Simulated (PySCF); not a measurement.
## Electronic structure of C$_{5}$H$_{7}$F$_{5}$Si (SMILES FC(F)(F)C(F)(F)C1C[SiH2]C1) in real space

Input file:

```
{"job": {"kind": "nmr", "xc": "PBE0", "basis": "pcSseg-1"}, "charge": 0, "multiplicity": 1}
F     -2.104311     1.075872    -1.390042
C     -2.361547     0.493993    -0.221900
F     -3.537223    -0.111706    -0.305748
F     -2.437531     1.441526     0.709982
C     -1.255044    -0.511698     0.144782
F     -1.230415    -1.443581    -0.834122
F     -1.652693    -1.125747     1.279763
C      0.118520     0.093272     0.342736
C      1.184125    -0.941954     0.791276
Si     2.444174     0.109250    -0.160833
C      0.802583     0.688387    -0.915222
H      0.009588     0.870259     1.115998
H      1.021434    -1.898786     0.269296
H      1.253260    -1.131641     1.869661
H      3.113666     1.146627     0.680522
H      3.457680    -0.560691    -1.029649
H      0.587653     1.740491    -1.141161
H      0.559476     0.078776    -1.800140
```

Command:

```sh
OMP_NUM_THREADS=1 python probes_run.py task.json out
```

Geometry: PBE0-D3(BJ)/def2-SVP.

These are results of PySCF, PBE0/pcSseg-1, SCF density, gas phase, non-relativistic, not measurements.

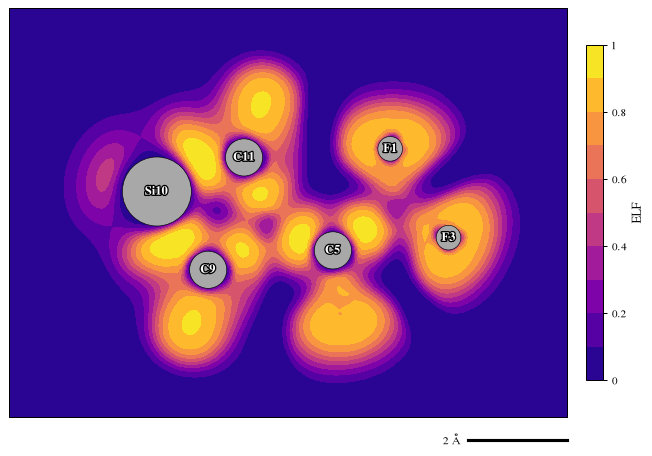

Figure 1. Electron localisation function on the plane of atoms C9, Si10 and C11. Grey discs cover the atomic cores.

What do the fields say about this system?

- Atoms in the plane: F, C and Si.
- C–Si (1.90 Å): the ELF peaks at about 0.95 between the atoms; a covalent bond.
- The ELF also peaks beside F7, F3 and F1, away from the bonds: lone-pair regions.

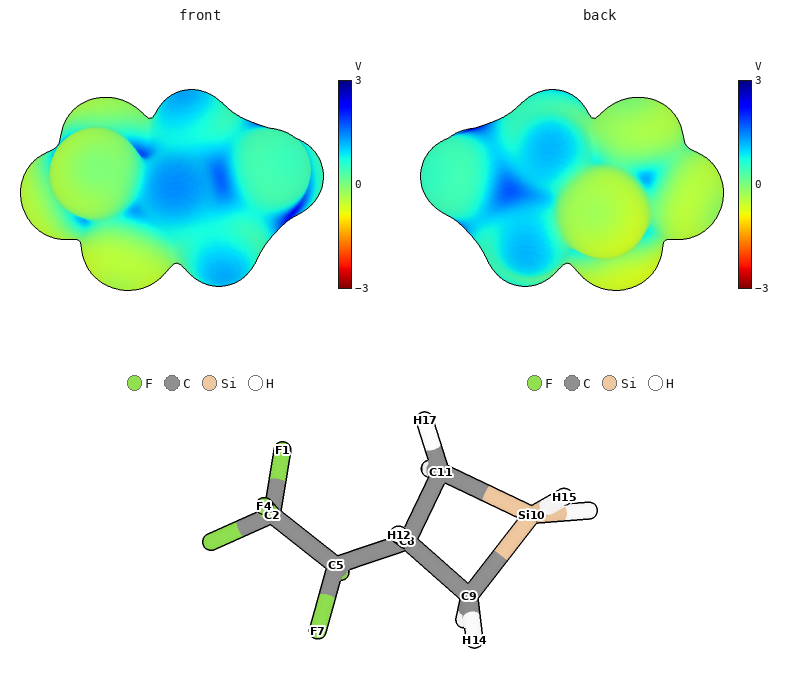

Figure 2. The molecular electrostatic potential painted on the density surface at 0.004 e/bohr³, seen from the front and from behind; the colour scale runs from red (negative) to blue (positive). The bare structure is drawn below in the same view.

Describe the electrostatic potential map.

The most negative region (about −0.6 V) lies over F6 and F7, the most positive (about +2.1 V) over Si10.
